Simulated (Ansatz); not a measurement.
# BH3S + AsH3: a complex and its separated parts

The complex below is one end of an elementary step. How strongly is it bound against its free parts?

Computed with Ansatz 0.2.0, Gaussian basis. Level: PBE0-D4/def2-TZVP structures, single points in def2-TZVPP, no counterpoise correction.

Levels: SPW92, PBE-D4, BLYP-D4, r2SCAN-D4, B97M-V, PBE0-D4, B3LYP-D4, r2SCAN0-D4, BHLYP-D4, CAM-B3LYP-D4, wB97X-V, wB97M-V, B2PLYP, PBE-QIDH, RPA on PBE, Hartree-Fock, MP2, CCSD, CCSD(T).

Cores are frozen in the correlated methods. Filled d shells of the heavier atoms are correlated. B3LYP uses VWN-RPA correlation. B2PLYP carries no dispersion term here.

94 further runs of the same task are left out: 94 set aside as unsound or not needed.

### 1 The starting structure

The complex: 9 atoms, charge 0, spin multiplicity 1.

Atoms are counted from 1 here; the program's logs count them from 0.

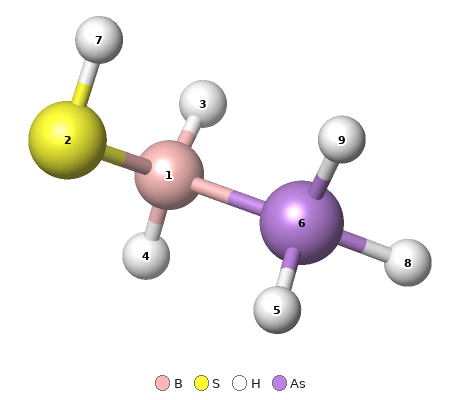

As it starts; boron pink, sulfur yellow, hydrogen white, arsenic purple; atoms are numbered from 1 in the order of the file.

Coordinates:

```xyz
9
charge 0, multiplicity 1
B    -0.63758    0.13400   -0.88514
S     0.65507    1.39529   -1.40422
H    -0.64979   -0.91513   -1.46857
H    -1.70720    0.65046   -0.69857
H     0.11289    0.81210    1.99754
As   -0.02631   -0.37025    1.07887
H     1.60576    0.54309   -1.81916
H    -0.72615   -1.33435    2.01823
H     1.37321   -0.91521    1.18092
```

Its parts: BH3S holds atoms 1, 2, 3, 4, 7; AsH3 holds atoms 5, 6, 8, 9. Each part counts its atoms afresh in its own runs.

### 2 Relaxing BH3S alone

File relax-a/in.yaml:

```yaml
crystal:
  periodic: [false, false, false]
  atoms:
    - {symbol: B, position_ang: [-0.637580, 0.134001, -0.885141]}
    - {symbol: S, position_ang: [0.655071, 1.395293, -1.404222]}
    - {symbol: H, position_ang: [-0.649787, -0.915131, -1.468571]}
    - {symbol: H, position_ang: [-1.707197, 0.650458, -0.698570]}
    - {symbol: H, position_ang: [1.605762, 0.543087, -1.819158]}
basis:
  gaussian: {orbitals: def2-TZVP}
hamiltonian: {xc: pbe0, dispersion: d4}
relax: {f_tol: 0.005, max_steps: 200}
```

Launch:

```console
$ ansatz run in.yaml --threads 4 --pin off --events-out ev --progress --plain --max-ram 9574MiB
```

The program printed, shortened:

```text
Functional definition: PBE0
  name "PBE0"
  cite "Adamo & Barone, J. Chem. Phys. 110, 6158 (1999) doi:10.1063/1.478522"
  cite "Perdew, Burke & Ernzerhof, Phys. Rev. Lett. 77, 3865 (1996) doi:10.1103/PhysRevLett.77.3865"
  parent pbe
[...]
572 factors; their error is unknown
[...]
mean field -11555.98091124 eV, -424.6744655630 hartree, gradient 9.3e-6 eV, S^2 0.000000; 0 other end points of the search recorded, 0 dependent functions left out
[...]
reference -11555.98093670 eV, -424.6744664985 hartree; 12, 12 occupied and 74, 74 virtual orbitals, 572 factors
[...]
reference -11556.50501847 eV, -424.6937261482 hartree; 12, 12 occupied and 74, 74 virtual orbitals, 572 factors
Total energy: -11556.55208917 eV, -424.6954559646 hartree
Atom 0 at    -0.682936     0.209550    -1.095435 Å, force     0.001788    -0.000268    -0.000623 eV/Å
Atom 1 at     0.641530     1.354118    -1.318841 Å, force    -0.000279    -0.000140     0.000301 eV/Å
Atom 2 at    -0.569204    -0.937717    -1.391862 Å, force    -0.000721     0.002711     0.000961 eV/Å
Atom 3 at    -1.684642     0.660210    -0.633461 Å, force    -0.001839    -0.001557     0.000131 eV/Å
Atom 4 at     1.561520     0.521547    -1.836062 Å, force     0.001052    -0.000746    -0.000771 eV/Å
Dipole moment:     0.146723    -0.101798    -0.075603 e Å
```

Wall time 3.5 s (4 threads of Arm Neoverse V1, shared host).

Along the way: (the energy doesn't fall at every step)

| step | energy from step 1 (eV) | largest force component (eV/Å) |
| --- | --- | --- |
| 1 | 0.0000 | 2.7889 |
| 2 | -0.4377 | 0.9847 |
| 3 | -0.4973 | 0.6820 |
| 4 | -0.5163 | 0.4036 |
| 5 | -0.5235 | 0.1013 |
| 6 | -0.5215 | 0.0890 |
| 7 | -0.5243 | 0.0027 |

Close pairs (by a distance rule), those that changed most:

| bond | before (Å) | after (Å) | change (Å) |
| --- | --- | --- | --- |
| B1–S2 | 1.879 | 1.765 | -0.114 |
| B1–H4 | 1.202 | 1.192 | -0.011 |
| B1–H3 | 1.201 | 1.190 | -0.010 |
| S2–H5 | 1.342 | 1.344 | +0.002 |

### 3 Relaxing AsH3 alone

File relax-b/in.yaml:

```yaml
crystal:
  periodic: [false, false, false]
  atoms:
    - {symbol: H, position_ang: [0.112890, 0.812098, 1.997542]}
    - {symbol: As, position_ang: [-0.026310, -0.370247, 1.078870]}
    - {symbol: H, position_ang: [-0.726154, -1.334354, 2.018226]}
    - {symbol: H, position_ang: [1.373206, -0.915206, 1.180923]}
basis:
  gaussian: {orbitals: def2-TZVP}
hamiltonian: {xc: pbe0, dispersion: d4}
relax: {f_tol: 0.005, max_steps: 200}
```

Launch:

```console
$ ansatz run in.yaml --threads 4 --pin off --events-out ev --progress --plain --max-ram 9574MiB
```

The program printed, shortened:

```text
[... 5 set-up lines as earlier in the session ...]
[...]
555 factors; their error is unknown
[...]
mean field -60882.25087495 eV, -2237.3814521826 hartree, gradient 5.6e-6 eV, S^2 0.000000; 0 other end points of the search recorded, 0 dependent functions left out
[...]
Total energy: -60882.37107544 eV, -2237.3858694693 hartree
Atom 0 at     0.128360     0.747073     2.017654 Å, force    -0.000138     0.000029    -0.000070 eV/Å
Atom 1 at    -0.064988    -0.359424     0.991115 Å, force     0.000152    -0.000037     0.000315 eV/Å
Atom 2 at    -0.665230    -1.292904     2.032193 Å, force     0.000008     0.000083    -0.000109 eV/Å
Atom 3 at     1.335490    -0.902453     1.234599 Å, force    -0.000022    -0.000074    -0.000136 eV/Å
Dipole moment:     0.027785    -0.010349     0.064635 e Å
```

Wall time 1.9 s (4 threads of Arm Neoverse V1, shared host).

Relaxation path:

| step | energy from step 1 (eV) | largest force component (eV/Å) |
| --- | --- | --- |
| 1 | 0.0000 | 1.1248 |
| 2 | -0.0648 | 0.6802 |
| 3 | -0.0909 | 0.1857 |
| 4 | -0.0931 | 0.0308 |
| 5 | -0.0932 | 0.0003 |

Close pairs (by a distance rule), those that changed most:

| bond | before (Å) | after (Å) | change (Å) |
| --- | --- | --- | --- |
| H1–As2 | 1.504 | 1.522 | +0.018 |
| As2–H4 | 1.505 | 1.522 | +0.016 |
| As2–H3 | 1.517 | 1.522 | +0.005 |

### 4 SPW92/def2-TZVPP

File parta/in.yaml:

```yaml
crystal:
  periodic: [false, false, false]
  atoms:
    - {symbol: B, position_ang: [-0.682936, 0.209550, -1.095435]}
    - {symbol: S, position_ang: [0.641530, 1.354118, -1.318841]}
    - {symbol: H, position_ang: [-0.569204, -0.937717, -1.391862]}
    - {symbol: H, position_ang: [-1.684642, 0.660210, -0.633461]}
    - {symbol: H, position_ang: [1.561520, 0.521547, -1.836062]}
basis:
  gaussian: {orbitals: def2-TZVPP}
hamiltonian: {xc: lda}
```

File partb/in.yaml:

```yaml
crystal:
  periodic: [false, false, false]
  atoms:
    - {symbol: H, position_ang: [0.128360, 0.747073, 2.017654]}
    - {symbol: As, position_ang: [-0.064988, -0.359424, 0.991115]}
    - {symbol: H, position_ang: [-0.665230, -1.292904, 2.032193]}
    - {symbol: H, position_ang: [1.335490, -0.902453, 1.234599]}
basis:
  gaussian: {orbitals: def2-TZVPP}
hamiltonian: {xc: lda}
```

The same command starts each run, in its folder.

Launch:

```console
$ ansatz run in.yaml --threads 4 --pin off --events-out ev --progress --plain --max-ram 9574MiB
```

parta printed, shortened:

```text
Functional definition: SPW92
  name "SPW92"
  cite "Dirac, Proc. Camb. Phil. Soc. 26, 376 (1930) doi:10.1017/S0305004100016108"
  cite "Slater, Phys. Rev. 81, 385 (1951) doi:10.1103/PhysRev.81.385"
  cite "Perdew & Wang, Phys. Rev. B 45, 13244 (1992) doi:10.1103/PhysRevB.45.13244"
[...]
630 factors; their error is unknown
[...]
mean field -11515.39843652 eV, -423.1830871248 hartree, gradient 5.2e-5 eV, S^2 0.000000; 0 other end points of the search recorded, 0 dependent functions left out
reference -11515.39846829 eV, -423.1830882921 hartree; 12, 12 occupied and 103, 103 virtual orbitals, 630 factors
Total energy: -11515.39846829 eV, -423.1830882921 hartree
```

partb printed, shortened:

```text
[... 5 set-up lines as earlier in the session ...]
[...]
550 factors; their error is unknown
[...]
mean field -60799.40254715 eV, -2234.3368322925 hartree, gradient 2.8e-5 eV, S^2 0.000000; 0 other end points of the search recorded, 0 dependent functions left out
reference -60799.40257472 eV, -2234.3368333057 hartree; 18, 18 occupied and 72, 72 virtual orbitals, 550 factors
Total energy: -60799.40257472 eV, -2234.3368333057 hartree
```

Times: 0.25 s (parta), 0.2 s (partb) on 4 threads of Arm Neoverse V1, shared host.

### 5 PBE-D4/def2-TZVPP

The same edit goes into each in.yaml of step 4 (parta, partb):

```diff
-hamiltonian: {xc: lda}
+hamiltonian: {xc: pbe, dispersion: d4}
```

The same command starts each run, in its folder.

Launch:

```console
$ ansatz run in.yaml --threads 4 --pin off --events-out ev --progress --plain --max-ram 9574MiB
```

Output in parta, shortened:

```text
Functional definition: PBE
  name "PBE"
[... 2 set-up lines as earlier in the session ...]
[...]
630 factors; their error is unknown
[...]
mean field -11555.37668015 eV, -424.6522604800 hartree, gradient 2.7e-5 eV, S^2 0.000000; 0 other end points of the search recorded, 0 dependent functions left out
reference -11555.37671379 eV, -424.6522617163 hartree; 12, 12 occupied and 103, 103 virtual orbitals, 630 factors
Total energy: -11555.43390749 eV, -424.6543635460 hartree
```

partb printed, shortened:

```text
[... 4 set-up lines as earlier in the session ...]
[...]
550 factors; their error is unknown
[...]
mean field -60880.50690433 eV, -2237.3173624443 hartree, gradient 2.8e-5 eV, S^2 0.000000; 0 other end points of the search recorded, 0 dependent functions left out
reference -60880.50693367 eV, -2237.3173635227 hartree; 18, 18 occupied and 72, 72 virtual orbitals, 550 factors
Total energy: -60880.54015506 eV, -2237.3185843864 hartree
```

Times: 0.4 s (parta), 0.3 s (partb) on 4 threads of Arm Neoverse V1, shared host.

### 6 BLYP-D4/def2-TZVPP

The same edit goes into each in.yaml of step 5 (parta, partb):

```diff
-hamiltonian: {xc: pbe, dispersion: d4}
+hamiltonian: {xc: {name: BLYP}, dispersion: d4}
```

The same command starts each run, in its folder.

Launch:

```console
$ ansatz run in.yaml --threads 4 --pin off --events-out ev --progress --plain --max-ram 9574MiB
```

Output in parta, shortened:

```text
Functional definition: BLYP
  name "BLYP"
  cite "Becke, Phys. Rev. A 38, 3098 (1988) doi:10.1103/PhysRevA.38.3098"
  cite "Lee, Yang & Parr, Phys. Rev. B 37, 785 (1988) doi:10.1103/PhysRevB.37.785"
[...]
630 factors; their error is unknown
[...]
mean field -11560.88454730 eV, -424.8546708641 hartree, gradient 8.7e-5 eV, S^2 0.000000; 0 other end points of the search recorded, 0 dependent functions left out
reference -11560.88482818 eV, -424.8546811866 hartree; 12, 12 occupied and 103, 103 virtual orbitals, 630 factors
Total energy: -11561.01625453 eV, -424.8595110157 hartree
```

Log of partb, shortened:

```text
[... 4 set-up lines as earlier in the session ...]
[...]
550 factors; their error is unknown
[...]
mean field -60891.01599797 eV, -2237.7035645125 hartree, gradient 2.1e-5 eV, S^2 0.000000; 0 other end points of the search recorded, 0 dependent functions left out
reference -60891.01626397 eV, -2237.7035742876 hartree; 18, 18 occupied and 72, 72 virtual orbitals, 550 factors
Total energy: -60891.09392291 eV, -2237.7064282012 hartree
```

Wall times: 0.45 s (parta), 0.35 s (partb) on 4 threads of Arm Neoverse V1, shared host.

### 7 r2SCAN-D4/def2-TZVPP

The same edit goes into each in.yaml of step 6 (parta, partb):

```diff
-hamiltonian: {xc: {name: BLYP}, dispersion: d4}
+hamiltonian: {xc: r2scan, dispersion: d4}
```

The same command starts each run, in its folder.

Launch:

```console
$ ansatz run in.yaml --threads 4 --pin off --events-out ev --progress --plain --max-ram 9574MiB
```

Output in parta, shortened:

```text
Functional definition: r2SCAN
  name "r2SCAN"
  cite "Furness, Kaplan, Ning, Perdew & Sun, J. Phys. Chem. Lett. 11, 8208 (2020) doi:10.1021/acs.jpclett.0c02405"
  cite "Furness, Kaplan, Ning, Perdew & Sun, J. Phys. Chem. Lett. 11, 9248 (2020) doi:10.1021/acs.jpclett.0c03077"
  parent r2scan
[...]
630 factors; their error is unknown
[...]
mean field -11560.10812325 eV, -424.8261378067 hartree, gradient 7.4e-5 eV, S^2 0.000000; 0 other end points of the search recorded, 0 dependent functions left out
reference -11560.10813358 eV, -424.8261381864 hartree; 12, 12 occupied and 103, 103 virtual orbitals, 630 factors
Total energy: -11560.12065935 eV, -424.8265984997 hartree
```

Output in partb, shortened:

```text
[... 5 set-up lines as earlier in the session ...]
[...]
550 factors; their error is unknown
[...]
mean field -60889.55769654 eV, -2237.6499729233 hartree, gradient 2.0e-5 eV, S^2 0.000000; 0 other end points of the search recorded, 0 dependent functions left out
reference -60889.55770435 eV, -2237.6499732104 hartree; 18, 18 occupied and 72, 72 virtual orbitals, 550 factors
Total energy: -60889.56494944 eV, -2237.6502394624 hartree
```

Wall times: 0.9 s (parta), 0.75 s (partb) on 4 threads of Arm Neoverse V1, shared host.

### 8 B97M-V/def2-TZVPP

Each input of step 7 (parta, partb) changes in the same lines:

```diff
-hamiltonian: {xc: r2scan, dispersion: d4}
+hamiltonian: {xc: {name: B97M-V}}
```

Each run has its own folder and the same command.

Launch:

```console
$ ansatz run in.yaml --threads 4 --pin off --events-out ev --progress --plain --max-ram 9574MiB
```

Output in parta, shortened:

```text
Functional definition: B97M-V
  name "B97M-V"
  cite "Mardirossian & Head-Gordon, J. Chem. Phys. 142, 074111 (2015) doi:10.1063/1.4907719"
  cite "Becke, J. Chem. Phys. 107, 8554 (1997) doi:10.1063/1.475007"
  cite "Vydrov & Van Voorhis, J. Chem. Phys. 133, 244103 (2010) doi:10.1063/1.3521275"
  # Of w^i u^j: cxij and so on, Table III.
[...]
  gx(w, u) = cx00 + cx01*u + cx02*u^2 + (cx10 + cx11*u)*w
[...]
  gos(w, u) = cos00 + cos01*u + cos03*u^3 + cos10*w + cos32*w^3*u^2
[...]
      + integral(e_c_pw_mod_opposite_spin*gos(b97_w_opposite, b97_u_opposite)) + vv10(b, c)
630 factors; their error is unknown
[...]
mean field -11558.95446041 eV, -424.7837414794 hartree, gradient 2.9e-5 eV, S^2 0.000000; 0 other end points of the search recorded, 0 dependent functions left out
reference -11558.95451132 eV, -424.7837433503 hartree; 12, 12 occupied and 103, 103 virtual orbitals, 630 factors
Total energy: -11558.95451132 eV, -424.7837433503 hartree
```

partb printed, shortened:

```text
[... 5 set-up lines as earlier in the session ...]
  # Of w^i u^j: cxij and so on, Table III.
[...]
  gx(w, u) = cx00 + cx01*u + cx02*u^2 + (cx10 + cx11*u)*w
[...]
  gos(w, u) = cos00 + cos01*u + cos03*u^3 + cos10*w + cos32*w^3*u^2
[...]
      + integral(e_c_pw_mod_opposite_spin*gos(b97_w_opposite, b97_u_opposite)) + vv10(b, c)
550 factors; their error is unknown
[...]
mean field -60878.67491954 eV, -2237.2500382451 hartree, gradient 3.0e-5 eV, S^2 0.000000; 0 other end points of the search recorded, 0 dependent functions left out
reference -60878.67495891 eV, -2237.2500396919 hartree; 18, 18 occupied and 72, 72 virtual orbitals, 550 factors
Total energy: -60878.67495891 eV, -2237.2500396919 hartree
```

They took 1.6 s (parta), 1.3 s (partb) on 4 threads of Arm Neoverse V1, shared host.

### 9 PBE0-D4/def2-TZVPP

Each input of step 8 (parta, partb) changes in the same lines:

```diff
-hamiltonian: {xc: {name: B97M-V}}
+hamiltonian: {xc: pbe0, dispersion: d4}
+output: {orbitals: {seedname: orbitals}}
```

One command serves all of them, each in its own folder.

Launch:

```console
$ ansatz run in.yaml --threads 4 --pin off --events-out ev --progress --plain --max-ram 9574MiB
```

Log of parta, shortened:

```text
[... 5 set-up lines as earlier in the session ...]
[...]
661 factors; their error is unknown
[...]
mean field -11556.53032744 eV, -424.6946562357 hartree, gradient 5.8e-5 eV, S^2 0.000000; 0 other end points of the search recorded, 0 dependent functions left out
reference -11556.53035258 eV, -424.6946571596 hartree; 12, 12 occupied and 103, 103 virtual orbitals, 661 factors
Total energy: -11556.57742328 eV, -424.6963869761 hartree
```

Output in partb, shortened:

```text
[... 5 set-up lines as earlier in the session ...]
[...]
600 factors; their error is unknown
[...]
mean field -60882.36469144 eV, -2237.3856348614 hartree, gradient 3.1e-5 eV, S^2 0.000000; 0 other end points of the search recorded, 0 dependent functions left out
reference -60882.36471338 eV, -2237.3856356677 hartree; 18, 18 occupied and 72, 72 virtual orbitals, 600 factors
Total energy: -60882.39179471 eV, -2237.3866308883 hartree
```

They took 0.45 s (parta), 0.35 s (partb) on 4 threads of Arm Neoverse V1, shared host.

[end of part 1 of 3]
